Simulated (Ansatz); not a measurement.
The reference is Ag in the fcc (Cu type) structure (space group Fm-3m, No. 225; a = 4.106 Å).

Structures relaxed with r2SCAN (Ansatz, a program for electronic structure), scalar-relativistic without spin-orbit coupling, earlier PAW set.

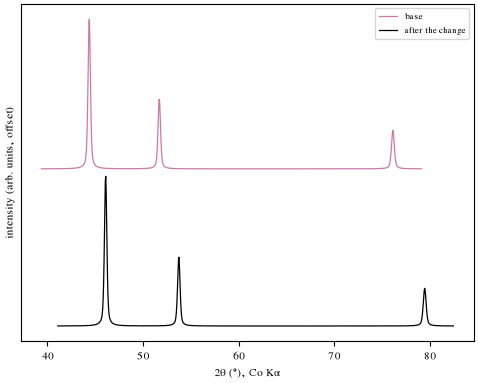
Fig. 1. Simulated powder patterns before (top) and after one change

Problem. Which change produced these results?
A) pressure −2 GPa
B) pressure 15 GPa
C) pressure 4.5 GPa
D) pressure 30 GPa

Solution. B, pressure 15 GPa. Its volume per atom is 15.53 Å³ against 17.30 Å³, and its space group is Fm-3m (No. 225).

Load acts through the strain it causes; cell and atoms are relaxed under it. No phonon test of stability was made. No other phases were tried under pressure.
